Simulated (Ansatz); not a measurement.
```tsv
atom	x (Å)	y (Å)	z (Å)
B	-1.6950	-0.8666	1.9187
O	-1.3722	-0.1970	0.7916
Si	-0.2871	-0.5071	-0.4682
Si	0.8203	-2.5639	-0.1920
C	0.9166	0.9325	-0.5393
Si	0.1039	2.6265	-0.2993
H	-2.5063	-0.3805	2.6531
H	-1.1730	-1.9227	2.1693
H	-1.1027	-0.5167	-1.7130
H	-0.1158	-3.7190	-0.1336
H	1.6571	-2.5583	1.0397
H	1.7266	-2.7545	-1.3612
H	1.7042	0.8076	0.2151
H	1.4107	0.9123	-1.5205
H	-1.0953	2.7481	-1.1705
H	1.0590	3.7102	-0.6635
H	-0.3025	2.8172	1.1161
```

The calculation used Ansatz 0.2.0, RKS B3LYP-D4/6-31G*.

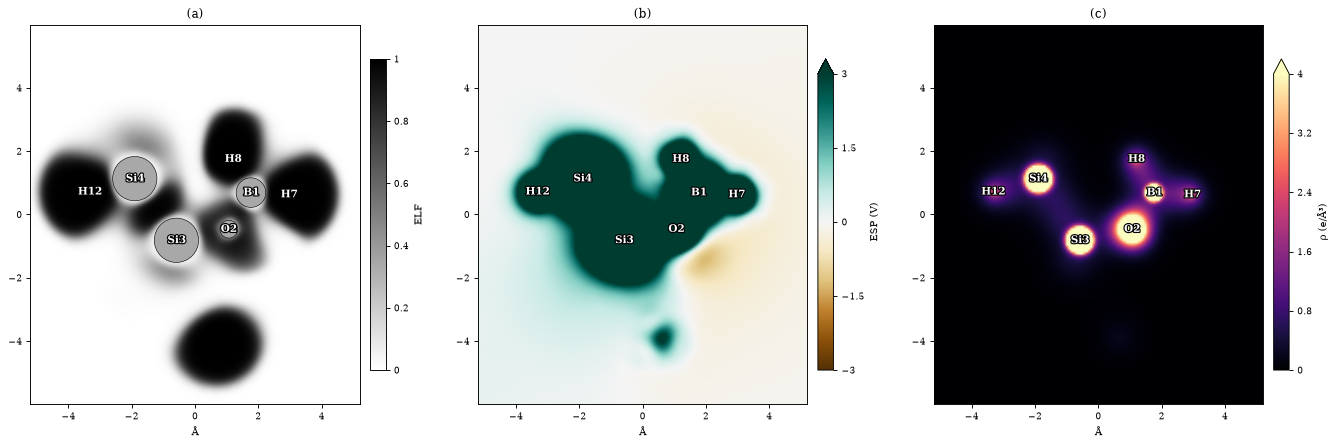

CH11BOSi3. (a) ELF; (b) molecular electrostatic potential; (c) electron density on the plane of atoms H7, B1 and H8. Grey discs cover the atomic cores in the ELF map.

Q: Describe what can be read from this map.

A: Atoms in the plane: B, O, Si and H.
B–O (1.35 Å): the density is about 2.1 e/Å³ at the midpoint; the ELF peaks at about 0.90 between the atoms: a polar covalent bond.
Si–O (1.69 Å): ρ is about 1 e/Å³ halfway; the ELF peaks at about 0.90 between the atoms: a polar covalent bond.
Si–Si (2.35 Å): the density is about 0.65 e/Å³ at the midpoint; the ELF peaks at about 1 between the atoms; a shared electron pair.
B–H (1.20 Å): ρ at the midpoint is about 1.3 e/Å³; the ELF climbs to about 1 towards the hydrogen, as it does in any bond to H (a covalent bond by its length).
Si–H (1.49 Å): ρ is about 0.76 e/Å³ halfway; the ELF climbs to about 1 towards the hydrogen.
The ELF also peaks beside O2, away from the bonds: lone-pair regions.
Outside the dense part of the molecule the potential is most negative (−1.3 V) near O2.
